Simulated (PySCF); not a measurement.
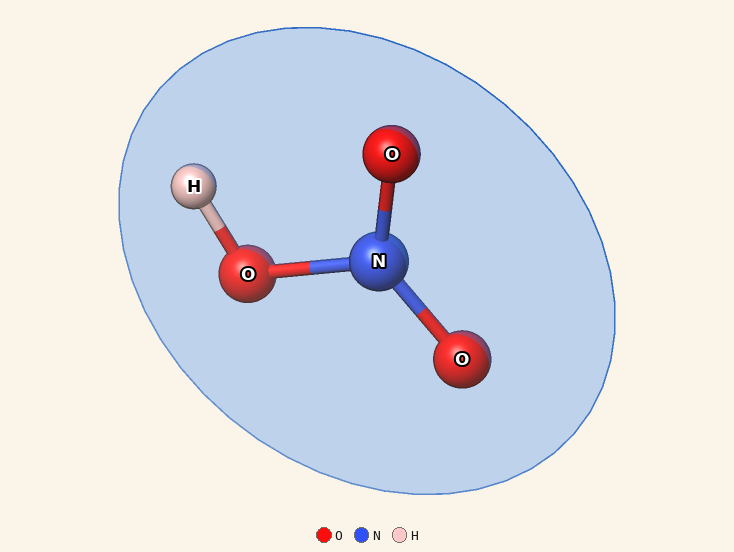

All proper rotation axes (lines) and mirror planes (discs) of the structure are drawn in. Atoms fade into the background with distance from the viewer. Computed geometry: PBE0-D3(BJ)/def2-SVP optimisation. No frequency run is at hand to confirm it as a minimum.

### Name the symmetry elements and the point group.

It has 1 mirror plane. Point group Cs. The group has 2 operations. The geometry is achiral, and symmetry allows a dipole moment.
